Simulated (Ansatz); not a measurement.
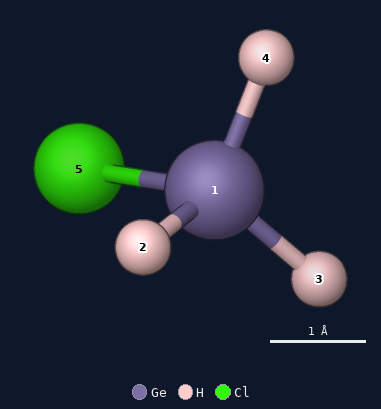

*The structure as given in the input (ball-and-stick view, seen at a tilt; atoms are numbered from 1 in the order of the input). Sticks mark near contacts.*

Bond lengths as drawn: Cl–Ge 2.15 Å and Ge–H 1.53 Å.

## Single-point calculation, with input and output: GeH$_{3}$Cl

System: GeH$_{3}$Cl.
Method: RKS BHLYP-D4/def2-TZVPP (Ansatz 0.2.0).

The geometry comes from this level: PBE0-D4/def2-TZVP.

### Input file
```yaml
crystal:
  periodic: [false, false, false]
  atoms:
    - {symbol: Ge, position_ang: [-0.735593, 1.322850, -1.551995]}
    - {symbol: H, position_ang: [-2.222864, 1.534932, -1.851547]}
    - {symbol: H, position_ang: [0.154029, 1.921692, -2.645906]}
    - {symbol: H, position_ang: [-0.412283, -0.153768, -1.303486]}
    - {symbol: Cl, position_ang: [-0.298503, 2.383525, 0.272225]}
basis:
  gaussian: {orbitals: def2-TZVPP}
hamiltonian: {xc: {name: BHLYP}, dispersion: d4}
```

Launched with:
```bash
ansatz run in.yaml --threads 3 --pin off --events-out ev --progress --plain --max-ram 6092MiB
```

### The program's output
```
Functional definition: BHLYP
  name "BHLYP"
  cite "Becke, J. Chem. Phys. 98, 1372 (1993) doi:10.1063/1.464304"
  cite "Becke, Phys. Rev. A 38, 3098 (1988) doi:10.1103/PhysRevA.38.3098"
  cite "Lee, Yang & Parr, Phys. Rev. B 37, 785 (1988) doi:10.1103/PhysRevB.37.785"
  parameter a = 0.5
  exchange = (1 - a)*b88_x + a*exact_x
  correlation = lyp_c
981 factors; their error is unknown
mean field evaluation 1: about -69089.5082 eV, gradient 1.6e1 eV
mean field evaluation 2: about -69089.6351 eV, gradient 1.5e1 eV
mean field evaluation 4: about -69089.8979 eV, gradient 5.5e-1 eV
mean field evaluation 8: about -69090.5262 eV, gradient 1.1e-2 eV
mean field -69090.52615789 eV, -2539.0300050618 hartree, gradient 6.2e-5 eV, S^2 0.000000; 0 other end points of the search recorded, 0 dependent functions left out
reference -69090.52631816 eV, -2539.0300109518 hartree; 26, 26 occupied and 106, 106 virtual orbitals, 981 factors
Total energy: -69090.62973840 eV, -2539.0338115753 hartree
```

### Key numbers

```csv
quantity,value
outcome,converged
total energy,−69090.6297 eV
mean-field energy,−69090.5263 eV
dispersion energy,−0.1034 eV
SCF solution under orbital rotations,stable
hardware,"3 CPU threads, shared host"
wall time,1 s (CPU time 2.4 s)
peak memory,0.51 GiB
```
